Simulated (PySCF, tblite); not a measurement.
**C5H5BF2: geometry, infrared bands and NMR shifts**

Aim: predict the infrared bands and NMR shifts of C5H5BF2 (`C#C[C@@]1(BF)C[C@H]1F`).

Computed with tblite 0.8.0 and PySCF 2.14.0, with density-fitted response routines of our own, on a single molecule in the gas phase. Atoms are numbered from 0 throughout.

### 1 Starting geometry

13 atoms, charge 0, multiplicity 1; geometry from: force field or distance geometry start.

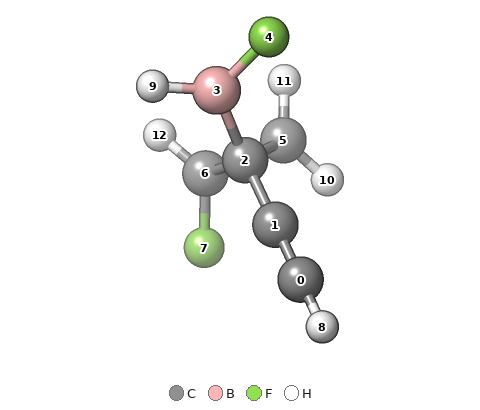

The starting geometry (carbon grey, boron pink, fluorine green, hydrogen white), atoms numbered.

### 2 Relaxing the molecule with GFN2-xTB

What the job is given:

```
{"job": {"kind": "relax", "xc": "GFN2-xTB", "basis": "xTB"}, "charge": 0, "multiplicity": 1}
C      2.484900    -0.526900     0.732600
C      1.363100    -0.183800     0.388000
C      0.026700     0.217800    -0.008300
B     -0.232700     1.743600    -0.445000
F      0.092900     2.174000    -1.765800
C     -0.761300    -0.833300    -0.798400
C     -1.144400    -0.510200     0.637500
F     -0.782100    -1.511400     1.532300
H      3.454000    -0.822000     1.029200
H     -0.629500     2.513800     0.364000
H     -0.262600    -1.822100    -0.917000
H     -1.494700    -0.459200    -1.538600
H     -2.118600     0.020000     0.771700
```

Run with:

```bash
$ OMP_NUM_THREADS=1 python probes_run.py task.json out
```

One launch serves the whole session: the jobs run in the order shown.

What it wrote:

```text
step      E/eV     max force
  0    -649.66491    3.345
  1    -649.83773    6.006
  2    -649.95468    4.674
  3    -650.10083    1.684
  4    -650.14075    0.456
  5    -650.17327    0.607
  6    -650.18468    0.326
  7    -650.19326    0.188
  8    -650.19845    0.187
  9    -650.20274    0.169
 10    -650.20492    0.104
 11    -650.20596    0.067
 12    -650.20651    0.065
 13    -650.20707    0.067
 14    -650.20767    0.073
 15    -650.20823    0.094
 16    -650.20881    0.110
 17    -650.20958    0.104
 18    -650.21065    0.087
 19    -650.21179    0.088
 20    -650.21267    0.082
 21    -650.21328    0.077
 22    -650.21390    0.082
 23    -650.21471    0.086
 24    -650.21545    0.069
 25    -650.21591    0.045
 26    -650.21618    0.048
 27    -650.21642    0.040
 28    -650.21666    0.045
 29    -650.21687    0.044
 30    -650.21702    0.031
 31    -650.21713    0.028
 32    -650.21722    0.027
 33    -650.21729    0.027
 34    -650.21737    0.023
 35    -650.21746    0.029
 36    -650.21757    0.031
 37    -650.21769    0.031
 38    -650.21779    0.031
 39    -650.21787    0.027
 40    -650.21797    0.030
 41    -650.21809    0.037
 42    -650.21819    0.032
 43    -650.21828    0.024
 44    -650.21834    0.025
 45    -650.21840    0.023
 46    -650.21845    0.019
 47    -650.21849    0.012
 48    -650.21850    0.012
 49    -650.21851    0.013
 50    -650.21853    0.013
 51    -650.21856    0.017
 52    -650.21859    0.013
 53    -650.21860    0.010
 54    -650.21862    0.011
 55    -650.21863    0.011
 56    -650.21866    0.018
 57    -650.21871    0.027
 58    -650.21877    0.030
 59    -650.21885    0.033
 60    -650.21896    0.047
 61    -650.21917    0.066
 62    -650.21959    0.099
 63    -650.22034    0.143
 64    -650.22254    0.237
 65    -650.22562    0.253
 66    -650.20055    1.281
 67    -650.23192    0.203
 68    -650.23543    0.192
 69    -650.23394    1.133
 70    -650.24405    0.196
 71    -650.24734    0.380
 72    -650.25462    0.853
 73    -650.26154    0.507
 74    -650.27568    0.337
 75    -650.28822    0.784
 76    -650.30541    0.497
 77    -650.32083    0.903
 78    -650.31864    1.062
 79    -650.35061    0.303
 80    -650.35885    0.606
 81    -650.36845    0.341
 82    -650.38153    0.369
 83    -650.38742    0.359
 84    -650.39222    0.326
 85    -650.39734    0.181
 86    -650.40025    0.171
 87    -650.40261    0.117
 88    -650.40412    0.130
 89    -650.40596    0.121
 90    -650.40712    0.115
 91    -650.40807    0.083
 92    -650.40888    0.072
 93    -650.40972    0.060
 94    -650.41020    0.044
 95    -650.41043    0.040
 96    -650.41062    0.043
 97    -650.41094    0.044
 98    -650.41141    0.055
 99    -650.41195    0.064
100    -650.41238    0.053
101    -650.41268    0.053
102    -650.41289    0.051
103    -650.41310    0.043
104    -650.41329    0.032
105    -650.41345    0.025
106    -650.41358    0.028
107    -650.41369    0.036
108    -650.41375    0.023
109    -650.41377    0.018
110    -650.41378    0.014
111    -650.41380    0.013
112    -650.41382    0.017
113    -650.41384    0.012
114    -650.41385    0.006
```

It took 0.47 s on 1 thread of Arm Neoverse V2, shared host.

The steps of the relaxation: (not every step is listed)

| step | energy from step 0 (eV) | largest force (eV/Å) |
| --- | --- | --- |
| 0 | 0.0000 | 3.3449 |
| 1 | -0.1728 | 6.0064 |
| 2 | -0.2898 | 4.6745 |
| 3 | -0.4359 | 1.6839 |
| 4 | -0.4758 | 0.4562 |
| 5 | -0.5084 | 0.6070 |
| 6 | -0.5198 | 0.3257 |
| 7 | -0.5284 | 0.1877 |
| 8 | -0.5335 | 0.1869 |
| 18 | -0.5457 | 0.0875 |
| 28 | -0.5518 | 0.0451 |
| 38 | -0.5529 | 0.0314 |
| 48 | -0.5536 | 0.0122 |
| 58 | -0.5539 | 0.0303 |
| 68 | -0.5705 | 0.1917 |
| 78 | -0.6537 | 1.0616 |
| 88 | -0.7392 | 0.1305 |
| 98 | -0.7465 | 0.0554 |
| 108 | -0.7488 | 0.0231 |
| 109 | -0.7489 | 0.0181 |
| 110 | -0.7489 | 0.0138 |
| 111 | -0.7489 | 0.0130 |
| 112 | -0.7489 | 0.0173 |
| 113 | -0.7489 | 0.0124 |
| 114 | -0.7489 | 0.0060 |

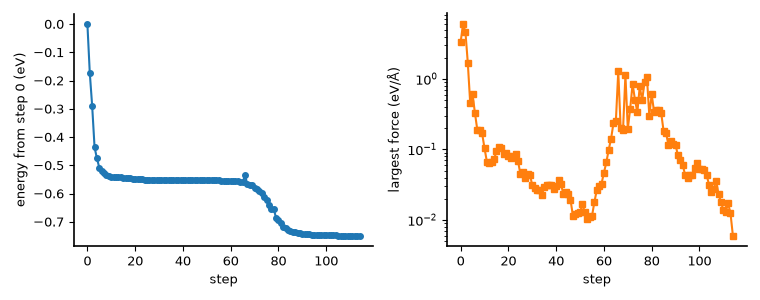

Energy and largest force along the relaxation.

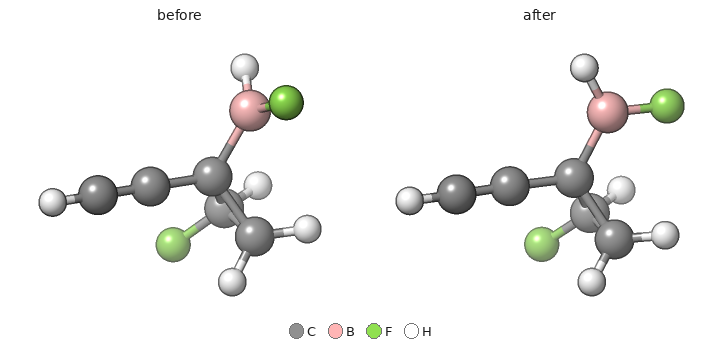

Before and after, at one scale.

Distances of close pairs at the start and the end, largest changes first:

| bond | before (Å) | after (Å) | change (Å) |
| --- | --- | --- | --- |
| B3–F4 | 1.427 | 1.320 | -0.107 |
| C2–B3 | 1.608 | 1.556 | -0.052 |
| C5–C6 | 1.521 | 1.474 | -0.047 |
| C6–F7 | 1.391 | 1.356 | -0.035 |
| C5–H10 | 1.114 | 1.080 | -0.034 |
| C6–H12 | 1.117 | 1.083 | -0.034 |
| C5–H11 | 1.107 | 1.079 | -0.028 |
| C0–C1 | 1.223 | 1.197 | -0.025 |

The next job starts from the end point, and lists it.

### 3 Infrared spectrum with GFN2-xTB

What the job is given:

```
{"job": {"kind": "ir", "xc": "GFN2-xTB", "basis": "xTB"}, "charge": 0, "multiplicity": 1}
C      2.397346    -0.504748     0.896794
C      1.337188    -0.154813     0.464145
C      0.059614     0.233056    -0.060284
B     -0.175254     1.730393    -0.412249
F     -1.348538     2.065422    -0.914523
C     -0.663842    -0.850147    -0.877245
C     -1.148711    -0.542006     0.480521
F     -0.937282    -1.442612     1.471817
H      3.328864    -0.796951     1.278919
H      0.607878     2.587984    -0.256194
H     -0.124650    -1.775824    -1.011927
H     -1.255404    -0.533258    -1.721903
H     -2.081598    -0.016009     0.644399
```

What it wrote:

```text
mode    cm-1     km/mol
  1      92.0      4.02
  2     115.9      0.58
  3     129.3      1.05
  4     168.5      5.02
  5     187.1      1.28
  6     308.4      3.11
  7     402.9      6.16
  8     427.3      3.78
  9     466.6      2.56
 10     533.5     11.42
 11     663.2     31.75
 12     666.8     50.00
 13     708.6      0.60
 14     731.3     67.39
 15     818.9      8.83
 16     894.4     46.74
 17     919.8     12.45
 18     996.1     77.25
 19    1026.3     19.42
 20    1051.0      8.63
 21    1071.9     55.55
 22    1135.5     31.58
 23    1178.3     34.37
 24    1250.7     66.75
 25    1301.8    270.95
 26    1350.1     75.15
 27    1433.0     33.99
 28    2286.7     15.86
 29    2641.5    107.00
 30    3041.9     16.43
 31    3094.0      6.38
 32    3116.2      8.98
 33    3403.3      8.57
```

Run time: 0.26 s. Hardware: 1 thread of Arm Neoverse V2, shared host.

Which atoms move in the most intense modes:

| cm⁻¹ | km/mol | atoms |
| --- | --- | --- |
| 667 | 50.0 | H8 74 % |
| 731 | 67.4 | H9 40 %, B3 32 %, C6 11 % |
| 996 | 77.2 | H12 42 %, C6 35 % |
| 1072 | 55.5 | C2 22 %, C5 19 %, H11 18 %, H12 15 % |
| 1251 | 66.8 | H12 59 %, C2 13 %, B3 10 % |
| 1302 | 270.9 | B3 42 %, C2 34 % |
| 1350 | 75.2 | C6 34 %, H11 21 %, H10 18 %, C2 12 % |
| 2642 | 107.0 | H9 92 % |

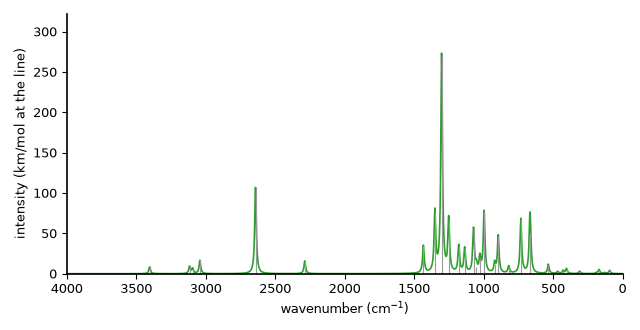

The infrared spectrum from these modes, unscaled. Lines are broadened to a width of 14 cm⁻¹ (Lorentzian).

### 4 Nuclear shieldings: PBE0/pcSseg-1

Settings changed since step 3:

```diff
@@ -1,2 +1,2 @@
-{"job": {"kind": "ir", "xc": "GFN2-xTB", "basis": "xTB"}, "charge": 0, "multiplicity": 1}
+{"job": {"kind": "nmr", "xc": "PBE0", "basis": "pcSseg-1"}, "charge": 0, "multiplicity": 1}
 C      2.397346    -0.504748     0.896794
```

With the program's defaults for keys left out, this is: GIAO PBE0/pcSseg-1 NMR shielding, non-relativistic, gas phase.

What it wrote:

```text
coarse grid: 11792 points
cycle   1  E = -417.3837006732  dE =  1.230e+00  |g| = 6.576e-01  |ddm| = 3.502e+00
cycle   2  E = -417.3259454090  dE =  5.776e-02  |g| = 9.199e-01  |ddm| = 1.327e+00
cycle   3  E = -417.4598938995  dE = -1.339e-01  |g| = 1.173e-01  |ddm| = 7.771e-01
cycle   4  E = -417.4620315652  dE = -2.138e-03  |g| = 6.736e-02  |ddm| = 1.533e-01
cycle   5  E = -417.4630360260  dE = -1.004e-03  |g| = 2.173e-02  |ddm| = 6.141e-02
cycle   6  E = -417.4631428643  dE = -1.068e-04  |g| = 3.888e-03  |ddm| = 2.078e-02
cycle   7  E = -417.4631463440  dE = -3.480e-06  |g| = 1.100e-03  |ddm| = 4.761e-03
final grid: 117320 points
cycle   8  E = -417.5212790554  dE = -5.783e-05  |g| = 6.632e-03  |ddm| = 5.489e-02
cycle   9  E = -417.5212731155  dE =  5.940e-06  |g| = 8.715e-03  |ddm| = 1.458e-02
cycle  10  E = -417.5212893667  dE = -1.625e-05  |g| = 1.667e-03  |ddm| = 7.940e-03
cycle  11  E = -417.5212898816  dE = -5.149e-07  |g| = 5.926e-04  |ddm| = 1.546e-03
cycle  12  E = -417.5212899613  dE = -7.970e-08  |g| = 1.929e-04  |ddm| = 6.087e-04
cycle  13  E = -417.5212899687  dE = -7.496e-09  |g| = 3.633e-05  |ddm| = 1.837e-04
cycle  14  E = -417.5212899690  dE = -2.578e-10  |g| = 8.187e-06  |ddm| = 4.013e-05
converged SCF energy = -417.5212899690

GIAO shielding tensors (ppm)
atom      isotropic    diamagn.    paramagn.     s11        s22        s33       span
  0 C      114.501     259.033    -144.532     32.035     44.500    266.968    234.933
  1 C       99.551     250.395    -150.844     -3.672     11.659    290.665    294.338
  2 C      170.098     261.077     -90.979    127.997    163.137    219.161     91.164
  3 B       47.779     189.652    -141.873    -16.196     69.954     89.580    105.776
  4 F      197.813     467.873    -270.060     12.381     85.977    495.081    482.700
  5 C      160.486     250.423     -89.936    136.402    158.139    186.918     50.516
  6 C      105.563     242.505    -136.941     54.987     86.241    175.462    120.474
  7 F      398.352     470.314     -71.962    370.890    386.841    437.325     66.435
  8 H       30.464      34.333      -3.869     24.797     24.980     41.616     16.819
  9 H       26.051      28.072      -2.021     23.983     24.318     29.851      5.868
 10 H       30.175      29.765       0.410     24.953     28.407     37.165     12.212
 11 H       30.306      29.905       0.402     24.873     27.418     38.627     13.754
 12 H       26.938      29.522      -2.584     21.485     27.218     32.110     10.625
```

Run time: 19 s. Hardware: 1 thread of Arm Neoverse V2, shared host; peak memory 0.73 GiB.

The references, computed at this level on geometries of the same kind, shield at (ppm): ¹H TMS 31.72, ¹³C TMS 186.9, ¹⁹F CFCl3 170.9, ¹¹B BF3·OEt2 100.1. Their shielding less the atom's gives the shift. The references are single molecules in the gas phase, so shifts against H2O, NH3, PH3, H3PO4 or CFCl3 are not on the usual liquid scales and can be off by tens of ppm.

| atoms | environment | σ (ppm) | δ (ppm) | δ scaled to CDCl3 |
| --- | --- | --- | --- | --- |
| C1 | alkyne carbon | 99.6 | 87.4 | 83.4 |
| C6 | three-membered-ring carbon bearing a halogen | 105.6 | 81.4 | 77.5 |
| C0 | terminal alkyne carbon | 114.5 | 72.4 | 68.8 |
| C5 | three-membered-ring carbon | 160.5 | 26.4 | 23.9 |
| C2 | three-membered-ring carbon | 170.1 | 16.8 | 14.5 |
| H9 | hydrogen on a boron bonded to C, F | 26.05 | 5.67 | – |
| H12 | hydrogen on a three-membered-ring carbon bearing a halogen | 26.94 | 4.78 | 4.61 |
| H10 | hydrogen on a three-membered-ring carbon | 30.17 | 1.54 | 1.56 |
| H11 | hydrogen on a three-membered-ring carbon | 30.31 | 1.41 | 1.44 |
| H8 | hydrogen on a terminal alkyne carbon | 30.46 | 1.25 | 1.29 |
| B3 | boron bonded to C, F, H | 47.8 | 52.3 | – |
| F4 | fluorine bonded to B | 197.8 | -26.9 | – |
| F7 | fluorine on an sp3 carbon | 398.4 | -227.4 | – |

The scaled column applies a straight-line fit of computed shieldings to shifts measured in CDCl3, and one for carbons that bear F (root-mean-square error 0.16 ppm for H, 1.9 ppm for C).

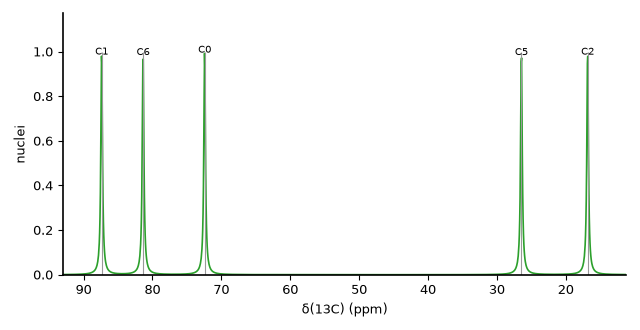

¹³C lines at the computed shifts, without couplings. Lines are broadened to a width of 0.28 ppm (Lorentzian).

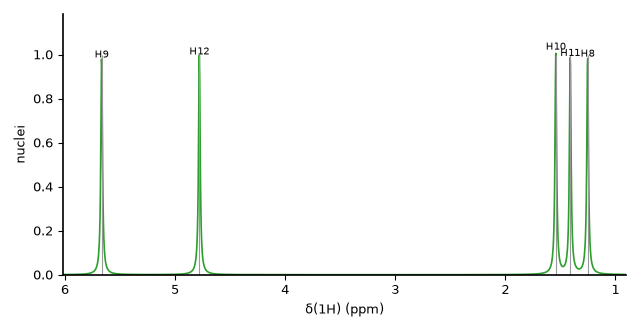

¹H lines at the computed shifts, without couplings. Lines are broadened to a width of 0.02 ppm (Lorentzian).

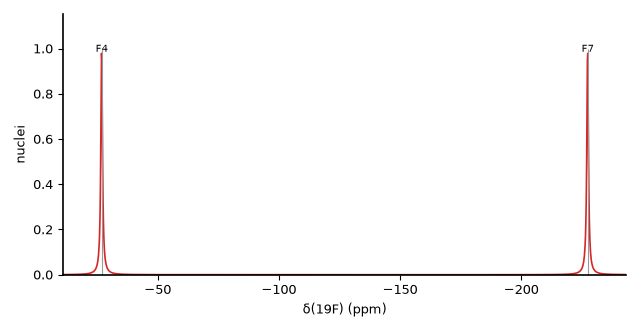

¹⁹F lines at the computed shifts, without couplings. Lines are broadened to a width of 0.80 ppm (Lorentzian).

The run also stored atomic charges by several schemes (e):

| atoms | Mulliken | IAO | Hirshfeld | ESP fit |
| --- | --- | --- | --- | --- |
| C0 | -0.39 | -0.25 | -0.12 | -0.30 |
| C1 | 0.45 | -0.02 | -0.05 | -0.23 |
| C2 | -0.67 | -0.20 | -0.07 | 0.16 |
| B3 | 0.61 | 0.43 | 0.24 | 0.41 |
| F4 | -0.28 | -0.30 | -0.12 | -0.25 |
| C5 | -0.13 | -0.28 | -0.08 | -0.38 |
| C6 | 0.27 | 0.20 | 0.07 | 0.11 |
| F7 | -0.29 | -0.29 | -0.09 | -0.17 |

ESP fit charges:

C0 -0.30; C1 -0.23; C2 0.16; B3 0.41; F4 -0.25; C5 -0.38; C6 0.11; F7 -0.17; H8 0.27; H9 -0.10; H10 0.22; H11 0.15; H12 0.11

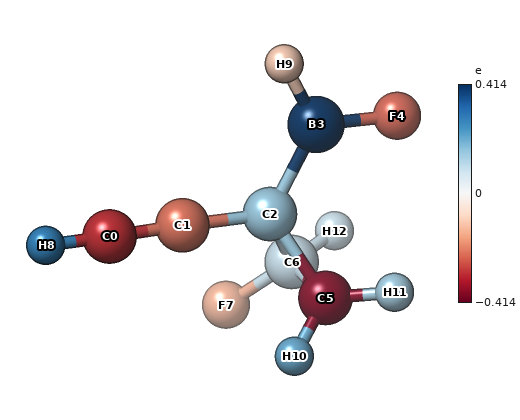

ESP fit charges, as colours on the atoms.

Mayer bond orders: C0–C1 2.42, C1–C2 1.03, C2–B3 0.91, B3–F4 1.13, C2–C5 0.88, C5–C6 0.98, C6–F7 0.96, C6–C2 0.85.

Ring of atoms C2, C5, C6: NICS(0) -39.2, NICS(1) -7.9, NICS(1)zz -20.8 ppm (means of both faces; NICS(1) differs between them: -9.5 and -6.2).

The two faces differ (NICS(1)zz -27.0 and -14.7 ppm).

In rings of three or four atoms NICS is ruled by the nearby σ bonds, so it says little on aromaticity.

### 5 Outcome

```
                                   quantity                             value
  strongest single infrared mode (GFN2-xTB)             1302 cm⁻¹, 271 km/mol
               zero-point energy (GFN2-xTB)                     53.8 kcal/mol
     ¹³C shifts against TMS (PBE0/pcSseg-1)  87.4, 81.4, 72.4, 26.4, 16.8 ppm
      ¹H shifts against TMS (PBE0/pcSseg-1)  5.67, 4.78, 1.54, 1.41, 1.25 ppm
¹¹B shifts against BF3·OEt2 (PBE0/pcSseg-1)                          52.3 ppm
   ¹⁹F shifts against CFCl3 (PBE0/pcSseg-1)                 -26.9, -227.4 ppm
```

In words: Relaxing lowered the energy by 0.749 eV in 114 steps; the close pair that moved most is B3–F4, from 1.427 to 1.320 Å. All 33 modes are real, so the xTB geometry is a minimum. The strongest single mode, at 1302 cm⁻¹, moves mainly B3 and C2. GFN2-xTB is a fitted tight-binding method: band positions and strengths are rough. Its intensities can rank the bands wrongly. At PBE0/pcSseg-1: Shielding is most anisotropic at F4 (span 483 ppm, paramagnetic term -270 ppm).
